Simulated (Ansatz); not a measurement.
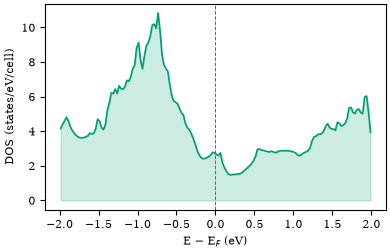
Figure. Density of states of Hf2Ge (I4/mcm) near the Fermi level, PBEsol, rigid bands (Ansatz, an electronic-structure program).

Question: With 6 atoms a cell, what bare Sommerfeld coefficient γ = (π²/3) k_B² N(E_F) follows?

Answer: N(E_F) ≈ 2.7 states/eV a cell at 300 K, so γ ≈ 1.04 mJ/(mol of atoms·K²), before many-body enhancement (phonons, spin fluctuations, correlation).

Question: How far does the Fermi level move in a rigid band for 0.1 electron a cell added or removed?

Answer: 38 meV and -38 meV.

A metal at this level (no band gap); rigid bands, thermally averaged at 300 K, both spins. Spin-orbit coupling is left out, which matters with elements this heavy. Geometry: cell and atoms relaxed with PBEsol.

Computed structure with no diffraction record at hand here (it may be known, metastable or hypothetical): Hf2Ge (I4/mcm).
